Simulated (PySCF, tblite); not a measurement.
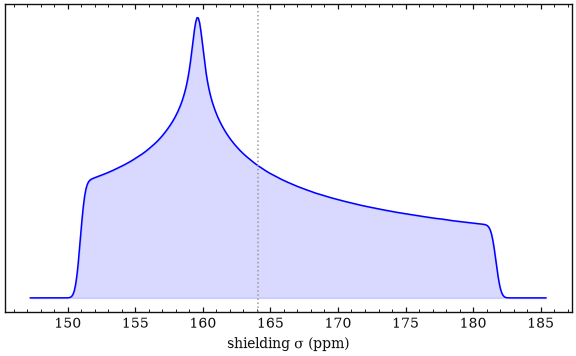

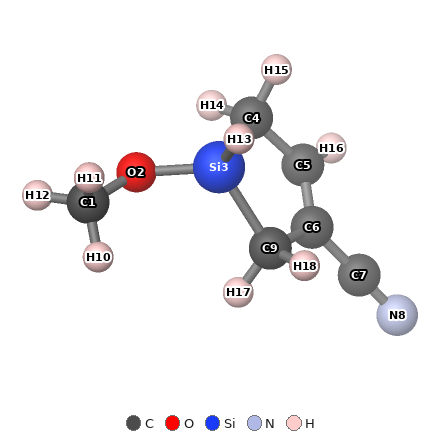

Static powder pattern (¹³C) from GIAO shielding tensors of C₆H₉NOSi, SMILES CO[Si@@H]1CC=C(C#N)C1, PBE0/pcSseg-1, PySCF 2.14.0, at a GFN2-xTB geometry (a minimum by its frequencies); absolute shielding, one fixed geometry of the isolated molecule without any motion, no dipolar terms. The dotted line is the isotropic value; skew is 3(σiso − σ22)/span.

### The pattern belongs to C9. Give the principal values, span and skew.

C9: σ11, σ22, σ33 = 151, 160, 182 ppm, isotropic 164, span 31 ppm, skew 0.44.

Known limits of this run: the tight-binding geometry is rougher than a DFT one and adds to the error; one conformer of a flexible molecule.
